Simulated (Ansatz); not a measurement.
## Ga3N: a changed input and its effect

System: Ga3N (4 atoms in the cell).
Method of run A: DFT PBE, scalar-relativistic, plane waves, PAW, spin-polarised (Ansatz 0.2.0).

The structure was made by a generator, so it may or may not be a known phase. Text and figures count atoms from 1; the logs count them from 0 in places.

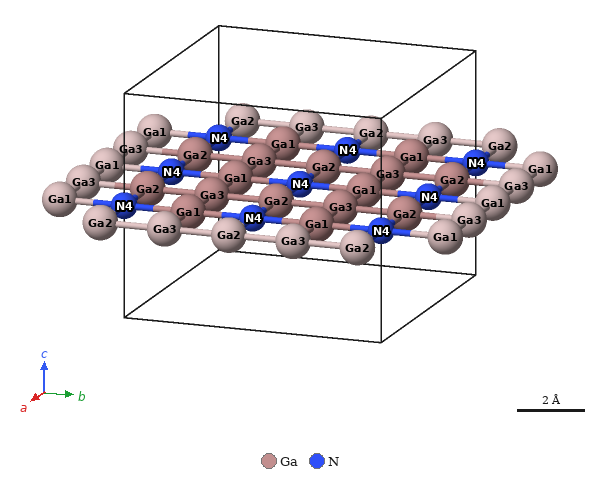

The input geometry (ball-and-stick view of the 2 × 2 repeat of the cell, with the vacuum cut short, seen slightly off an axis; neighbours outside the cell are drawn fainter; atoms are numbered from 1 in the order of the input). Near neighbours in the crystal (not all of them lie inside the picture): Ga has 2 Ga at 2.06 Å and 2 N at 2.06 Å; Ga has 4 Ga at 2.06 Å; N has 4 Ga at 2.06 Å.

Input, run A:
```yaml
crystal:
  lattice:
    - [4.12618, 0.0, 0.0]
    - [0.0, 4.12618, 0.0]
    - [0.0, 0.0, 14.0]
  atoms:
    - { symbol: Ga, position: [0.0, 0.5, 0.5] }
    - { symbol: Ga, position: [0.5, 0.0, 0.5] }
    - { symbol: Ga, position: [0.5, 0.5, 0.5] }
    - { symbol: "N", position: [0.0, 0.0, 0.5], spin: 1.0 }
  periodic: [true, true, false]
basis:
  ecutwfc: 420
kpoints:
  mp_grid: { grid: [4, 4, 1] }
hamiltonian:
  xc: pbe
scf:
  occupations: { method: gaussian, width: 0.1 }
  lower_state_search: "off"
output:
  forces: true
  stress: true
  eigenvalues: true
  populations: true
magnetization:
  spin_polarized: true
```

Command:
```bash
ansatz run input.yaml --threads 1 --pin off --max-ram 2048MiB --backend cpu --events-out ev --progress --plain --runs-dir out
```

Hardware: 1 thread of Arm Neoverse V1, 24 GiB of memory available, shared host.

Output, shortened to warnings, some set-up lines, iterations and results (run A):
```
Warning: crystal.periodic: the lattice vector that does not repeat stood 0.000° off the slab's normal, 14.000 Å along it as the deck builds it. The run solves the slab on a vector along the normal, 23.800 Å long, with every atom where it was (on the deck's vector they left 14.00 Å outside them, and the widest stretch free of ions among them is 0.00 Å). A fractional position that the run reports …
Basis set: ecut = 420 eV, 7879 PW (Γ), exchange–correlation on 60×60×320 points (8 copies of the dense FFT grid, shifted against one another)
Symmetry: 16 space group operations
k-points: 6 of 16
Initial density: superposition of atomic densities (neutral atoms: chi_scale 0, normalization atom)
[...]
SCF iter   1: F=—  HF=-11728.138811 eV  |F-HF|=—  |Δ(HF+E_count)|=         —  Δρ=2.90e-2 (↑1.86e-2 ↓2.90e-2)  dr2=1.41e1  dr2_m=1.56e-1  M=0.540 μB ∫|m|=0.602 μB  β_m=0.30  …
SCF iter   2: F=—  HF=-11726.852170 eV  |F-HF|=—  |Δ(HF+E_count)|=    1.29e0  Δρ=2.15e-2 (↑1.40e-2 ↓2.15e-2)  dr2=8.31e0  dr2_m=7.57e-2  M=0.620 μB ∫|m|=0.658 μB  β_m=0.30  …
SCF iter   3: F=—  HF=-11725.483277 eV  |F-HF|=—  |Δ(HF+E_count)|=    1.37e0  Δρ=9.30e-3 (↑9.30e-3 ↓6.09e-3)  dr2=3.72e-1  dr2_m=5.09e-2  M=0.624 μB ∫|m|=0.632 μB  β_m=0.30  …
SCF iter   4: F=—  HF=-11725.550510 eV  |F-HF|=—  |Δ(HF+E_count)|=   6.72e-2  Δρ=5.34e-3 (↑2.92e-3 ↓5.34e-3)  dr2=3.38e-1  dr2_m=1.75e-2  M=0.660 μB ∫|m|=0.666 μB  β_m=0.30  …
SCF iter   5: F=—  HF=-11725.486941 eV  |F-HF|=—  |Δ(HF+E_count)|=   6.36e-2  Δρ=2.36e-3 (↑1.19e-3 ↓2.36e-3)  dr2=1.68e-2  dr2_m=9.28e-3  M=0.626 μB ∫|m|=0.632 μB  β_m=0.30  …
[... 6 lines ...]
SCF iter  12: F=—  HF=-11725.501261 eV  |F-HF|=—  |Δ(HF+E_count)|=   8.41e-6  Δρ=1.41e-5 (↑1.41e-5 ↓1.08e-5)  dr2=2.49e-6  dr2_m=2.38e-7  M=0.624 μB ∫|m|=0.631 μB  β_m=0.74  …
SCF iter  13: F=—  HF=-11725.501261 eV  |F-HF|=—  |Δ(HF+E_count)|=   8.88e-7  Δρ=6.07e-6 (↑6.07e-6 ↓3.44e-6)  dr2=1.54e-7  dr2_m=6.97e-8  M=0.624 μB ∫|m|=0.631 μB  β_m=0.87  …
SCF iter  14: F=-11725.501262 eV  HF=-11725.501262 eV  |F-HF|=3.96e-8  |Δ(HF+E_count)|=   2.41e-7  Δρ=9.22e-7 (↑8.59e-7 ↓9.22e-7)  dr2=5.84e-9  dr2_m=1.95e-9  M=0.624 μB …
SCF iter  15: F=-11725.501262 eV  HF=-11725.501262 eV  |F-HF|=1.09e-9  |Δ(HF+E_count)|=   4.29e-8  Δρ=2.58e-7 (↑2.58e-7 ↓1.42e-7)  dr2=3.47e-10  dr2_m=1.03e-10  M=0.624 μB …
SCF 1 converged in 15 iterations: F = -11725.501262 eV  dr2 = 3.47e-10
SCF converged after 15 iterations
Magnetization: 0.6241 μB (22.3121 up, 21.6879 down)
Absolute magnetization: 0.6315 μB (∫|ρ↑−ρ↓|, with the PAW one-centre terms)
Spin contamination: 0.0024 ħ² per cell (⟨S²⟩ above its minimum at these occupations)
Per-site moments (μB) at R_I (Å): [(0.016255700524809694, 0.8510246249999998), (0.01625570052480975, 0.8510246249999998), (0.02920955004577993, 0.8510246249999998), (0.2652049140538749, 0.8510246249999998)]
Free energy (F): -11725.501262 eV
Harris-Foulkes:  -11725.501262 eV  (|F-HF|=1.09e-9)
Internal energy: -11725.488431 eV  (E = F + TS)
E sigma→0 (E₀):  -11725.494846 eV
Entropy (-TS):   -0.012831 eV (-3.208 meV/atom)
Fermi energy:    -4.517598 eV
--- Per-component energies (eV) ---
  E_band       = -739.283303
  E_kinetic    = 486.848161
  E_local      = -60894.277718  (includes V_loc(G=0)·N_el)
  E_nonlocal   = 1312.920562
  E_hartree    = 29919.401384
  E_xc         = -275.000590
  E_vxc        = -259.652506  (∫ρ·V_xc dr)
  E_paw        = -6077.244680  (= ΣΔE_a)
  E_vpaw       = -1223.921409  (= ΣTr[D̂ρ^β])
  E_aug_tail   = -0.000303  (compensation charges beyond the density's cutoff)
  E_ewald      = 23801.864753
  E_smearing   = -0.012831  (= −TS)
  E_closure    = -0.000000  (closes the sum)
  Σ components = -11725.501262   (vs F -11725.501262, Δ=0.00e0)
--- Forces (eV/Å), atoms counted from 1 ---
  atom   1  Ga     0.00000000     0.00000000     0.00000000
  atom   2  Ga     0.00000000    -0.00000000     0.00000000
  atom   3  Ga     0.00000000    -0.00000000     0.00000000
  atom   4  N     -0.00000000     0.00000000     0.00000000
  max |Σ_I F_I| component: 4.84e-24 eV/Å
--- 2D stress c σ (N/m, compression-positive) ---
       23.805478      -0.000000       0.000000
       -0.000000      23.805478       0.000000
        0.000000       0.000000       0.000000
  P = ½ c Tr σ = 23.8055 N/m
  ° read free of the cell's end (the report's vacuum.weakly_bound_levels)
--- Löwdin populations: 4 sites ---
  site symbol       q [e]    m [muB]
     0     Ga     12.4499     0.0341
     1     Ga     12.4499     0.0341
     2     Ga     13.2572     0.2082
     3      N      5.6070     0.3352
  spilling = 0.005364 (of n_electrons = 44.000000)
```

The input of run B differs as follows (lines with − go, lines with + come):
```diff
-    - { symbol: "N", position: [0.0, 0.0, 0.5], spin: 1.0 }
+    - { symbol: "N", position: [0.0, 0.0, 0.5] }
-  populations: true
-magnetization:
-  spin_polarized: true
```

Predict how the results change.

With the same functional and potentials, run B lies 6.8 meV per atom higher. The SCF takes 11 iterations against 15. On the same kind of shared host run B took about 0.36 times as long.

Output, shortened to warnings, some set-up lines, iterations and results (run B):
```
Warning: crystal.periodic: the lattice vector that does not repeat stood 0.000° off the slab's normal, 14.000 Å along it as the deck builds it. The run solves the slab on a vector along the normal, 23.800 Å long, with every atom where it was (on the deck's vector they left 14.00 Å outside them, and the widest stretch free of ions among them is 0.00 Å). A fractional position that the run reports …
Basis set: ecut = 420 eV, 7879 PW (Γ), exchange–correlation on 60×60×320 points (8 copies of the dense FFT grid, shifted against one another)
Symmetry: 16 space group operations
k-points: 6 of 16
Initial density: superposition of atomic densities (neutral atoms: chi_scale 0, normalization atom), corrected by the library's trained network
[...]
SCF iter   1: F=—  HF=-11725.473483 eV  |F-HF|=—  |Δ(HF+E_count)|=         —  Δρ=3.18e-3  dr2=3.92e-2  ethr=1.77e-3  ⟨swp⟩=8.8  Hψ=1037  notcnv=0
SCF iter   2: F=—  HF=-11725.480007 eV  |F-HF|=—  |Δ(HF+E_count)|=   6.52e-3  Δρ=2.48e-3  dr2=2.01e-2  ethr=8.91e-5  ⟨swp⟩=3.2  Hψ=415  notcnv=0  defer=3
SCF iter   3: F=—  HF=-11725.476654 eV  |F-HF|=—  |Δ(HF+E_count)|=   3.35e-3  Δρ=1.48e-3  dr2=1.33e-2  ethr=4.57e-5  ⟨swp⟩=2.7  Hψ=372  notcnv=0  defer=3
SCF iter   4: F=—  HF=-11725.475638 eV  |F-HF|=—  |Δ(HF+E_count)|=   1.02e-3  Δρ=1.23e-3  dr2=1.15e-2  ethr=3.02e-5  ⟨swp⟩=2.8  Hψ=322  notcnv=0  defer=3
SCF iter   5: F=—  HF=-11725.474545 eV  |F-HF|=—  |Δ(HF+E_count)|=   1.09e-3  Δρ=8.76e-4  dr2=5.07e-3  ethr=2.61e-5  ⟨swp⟩=1.5  Hψ=162  notcnv=0  defer=3
SCF iter   6: F=—  HF=-11725.473913 eV  |F-HF|=—  |Δ(HF+E_count)|=   6.32e-4  Δρ=2.34e-4  dr2=3.15e-4  ethr=1.15e-5  ⟨swp⟩=2.3  Hψ=247  notcnv=0  defer=3
SCF iter   7: F=—  HF=-11725.473958 eV  |F-HF|=—  |Δ(HF+E_count)|=   4.51e-5  Δρ=7.90e-5  dr2=3.23e-5  ethr=7.16e-7  ⟨swp⟩=2.7  Hψ=277  notcnv=0  defer=3
SCF iter   8: F=—  HF=-11725.473965 eV  |F-HF|=—  |Δ(HF+E_count)|=   7.43e-6  Δρ=4.72e-5  dr2=1.11e-5  ethr=7.35e-8  ⟨swp⟩=2.8  Hψ=365  notcnv=0  defer=2
SCF iter   9: F=—  HF=-11725.473966 eV  |F-HF|=—  |Δ(HF+E_count)|=   4.50e-7  Δρ=2.98e-5  dr2=3.67e-6  ethr=2.53e-8  ⟨swp⟩=2.5  Hψ=332  notcnv=0  defer=2
SCF iter  10: F=—  HF=-11725.473966 eV  |F-HF|=—  |Δ(HF+E_count)|=   2.32e-8  Δρ=1.25e-5  dr2=7.59e-7  ethr=8.35e-9  ⟨swp⟩=3.0  Hψ=384  notcnv=0  defer=2
SCF iter  11: F=-11725.473966 eV  HF=-11725.473966 eV  |F-HF|=4.92e-8  |Δ(HF+E_count)|=   7.01e-9  Δρ=2.55e-6  dr2=4.76e-8  ethr=2.27e-10  ⟨swp⟩=13.8  Hψ=1237  notcnv=0
SCF 1 converged in 11 iterations: F = -11725.473966 eV  dr2 = 4.76e-8
SCF converged after 11 iterations
Free energy (F): -11725.473966 eV
Harris-Foulkes:  -11725.473966 eV  (|F-HF|=4.92e-8)
Internal energy: -11725.434884 eV  (E = F + TS)
E sigma→0 (E₀):  -11725.454425 eV
Entropy (-TS):   -0.039082 eV (-9.770 meV/atom)
Fermi energy:    -4.376774 eV
--- Per-component energies (eV) ---
  E_band       = -736.539195
  E_kinetic    = 487.044454
  E_local      = -60896.947966  (includes V_loc(G=0)·N_el)
  E_nonlocal   = 1312.742107
  E_hartree    = 29921.914884
  E_xc         = -275.097262
  E_vxc        = -259.760714  (∫ρ·V_xc dr)
  E_paw        = -6076.955552  (= ΣΔE_a)
  E_vpaw       = -1223.421546  (= ΣTr[D̂ρ^β])
  E_aug_tail   = -0.000303  (compensation charges beyond the density's cutoff)
  E_ewald      = 23801.864753
  E_smearing   = -0.039082  (= −TS)
  E_closure    = -0.000000  (closes the sum)
  Σ components = -11725.473966   (vs F -11725.473966, Δ=0.00e0)
--- Forces (eV/Å), atoms counted from 1 ---
  atom   1  Ga     0.00000000     0.00000000     0.00000000
  atom   2  Ga     0.00000000    -0.00000000     0.00000000
  atom   3  Ga     0.00000000    -0.00000000     0.00000000
  atom   4  N     -0.00000000     0.00000000     0.00000000
  max |Σ_I F_I| component: 5.76e-24 eV/Å
--- 2D stress c σ (N/m, compression-positive) ---
       24.039961      -0.000000       0.000000
       -0.000000      24.039961       0.000000
        0.000000       0.000000       0.000000
  P = ½ c Tr σ = 24.0400 N/m
  ° read free of the cell's end (the report's vacuum.weakly_bound_levels)
```

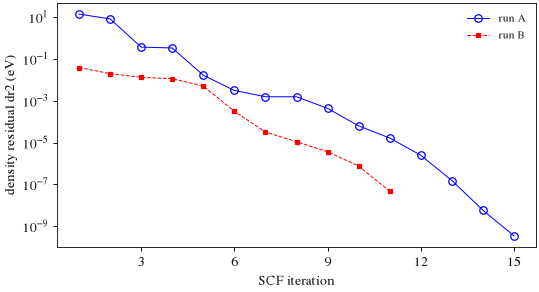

Convergence of the two runs: density residual dr2 against the SCF iteration. Run A takes 15 iterations in all, and run B takes 11.

The two runs side by side:

| quantity | run A | run B |
| --- | --- | --- |
| outcome | converged | converged |
| free energy per atom (eV) | −2931.3753 | −2931.3685 |
| energy per atom, smearing taken to zero (eV) | −2931.3737 | −2931.3636 |
| gap on the mesh (eV) | 0.00 | 0.00 |
| net moment of the cell (μB) | 0.62 | – |
| absolute moment of the cell (μB) | 0.63 | – |
| largest force (eV/Å) | 0.000 | 0.000 |
| SCF iterations | 15 | 11 |
| irreducible k-points | 6 | 6 |
| plane waves at Γ | 7879 | 7879 |
| wall time (shared host) | 20 s | 7.2 s |
